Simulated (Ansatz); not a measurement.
Single-point calculation of CH$_{5}$BN

The run: single-point calculation of CH$_{5}$BN, multiplicity 2. Method and program: UKS wB97M-V/def2-TZVPP (Ansatz 0.2.0).

The geometry comes from this level: PBE0-D4/def2-TZVP.

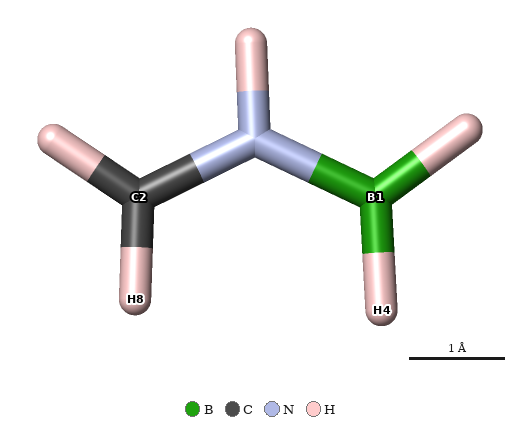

**Figure 1.** The structure as given in the input (stick view, seen on its broad side; atoms are numbered from 1 in the order of the input). Bond lengths as drawn: B–H 1.19 to 1.20 Å, B–N 1.41 Å, C–H 1.08 Å, C–N 1.37 Å and H–N 1.01 Å.

Results in brief

- outcome: converged
- total energy: −3283.4536 eV
- ⟨S²⟩: 0.756
- SCF solution under orbital rotations: stable
- hardware: 2 CPU threads, shared host
- wall time: 6.5 s (CPU time 12 s)
- peak memory: 0.47 GiB

The input
```yaml
crystal:
  periodic: [false, false, false]
  atoms:
    - {symbol: B, position_ang: [-0.979438, 0.559540, -0.543428]}
    - {symbol: C, position_ang: [0.862363, -0.838280, 0.391211]}
    - {symbol: N, position_ang: [0.184147, 0.334057, 0.213212]}
    - {symbol: H, position_ang: [-1.471851, -0.364223, -1.121274]}
    - {symbol: H, position_ang: [-1.424192, 1.667669, -0.574539]}
    - {symbol: H, position_ang: [0.589545, 1.123077, 0.695997]}
    - {symbol: H, position_ang: [1.748499, -0.856540, 1.006183]}
    - {symbol: H, position_ang: [0.487436, -1.725443, -0.095101]}
basis:
  gaussian: {orbitals: def2-TZVPP}
magnetization: {spin_polarized: true, initial_magnetization: 1}
hamiltonian: {xc: {name: wB97M-V}}
```

Run as:
```bash
ansatz run in.yaml --threads 2 --pin off --events-out ev --progress --plain --max-ram 4352MiB
```

The program's output
```
Functional definition: wB97M-V
  name "wB97M-V"
  cite "Mardirossian & Head-Gordon, J. Chem. Phys. 144, 214110 (2016) doi:10.1063/1.4952647"
  cite "Becke, J. Chem. Phys. 107, 8554 (1997) doi:10.1063/1.475007"
  cite "Vydrov & Van Voorhis, J. Chem. Phys. 133, 244103 (2010) doi:10.1063/1.3521275"
  # Of w^i u^j: cxij and so on, Table III.
  parameter omega = 0.3/bohr
  parameter cx = 0.15
  parameter cx01 = 1.007
  parameter cx10 = 0.259
  parameter css00 = 0.443
  parameter css04 = -1.437
  parameter css10 = -4.535
  parameter css20 = -3.390
  parameter css43 = 4.278
  parameter cos00 = 1.000
  parameter cos10 = 1.358
  parameter cos20 = 2.924
  parameter cos21 = -8.812
  parameter cos60 = -1.390
  parameter cos61 = 9.142
  parameter b = 6.0
  parameter c = 0.01
  gx(w, u) = 1 - cx + cx01*u + cx10*w
  gss(w, u) = css00 + css04*u^4 + css10*w + css20*w^2 + css43*w^4*u^3
  gos(w, u) = cos00 + cos10*w + (cos20 + cos21*u)*w^2 + (cos60 + cos61*u)*w^6
  exchange = spin_sum(e_x_unif_sr(omega)*gx(b97_w, b97_u_x)) + cx*exact_x_sr(omega) + exact_x_lr(omega)
  correlation = spin_sum(e_c_pw_mod_same_spin*gss(b97_w, b97_u_same))
      + integral(e_c_pw_mod_opposite_spin*gos(b97_w_opposite, b97_u_opposite)) + vv10(b, c)
799 factors; their error is unknown
220 factors; integrals over basis functions are off by at most 1.3e-5 eV
mean field evaluation 1: about -3280.3650 eV, gradient 2.7e1 eV
mean field evaluation 2: about -3281.2106 eV, gradient 2.4e1 eV
mean field evaluation 4: about -3283.4470 eV, gradient 9.3e-1 eV
mean field evaluation 8: about -3283.4595 eV, gradient 5.7e-2 eV
mean field evaluation 16: about -3283.4536 eV, gradient 3.3e-4 eV
mean field -3283.45359729 eV, -120.6646940957 hartree, gradient 4.4e-5 eV, S^2 0.756418; 0 other end points of the search recorded, 0 dependent functions left out
reference -3283.45364452 eV, -120.6646958314 hartree; 12, 11 occupied and 151, 152 virtual orbitals, 799 factors
Total energy: -3283.45364452 eV, -120.6646958314 hartree
```
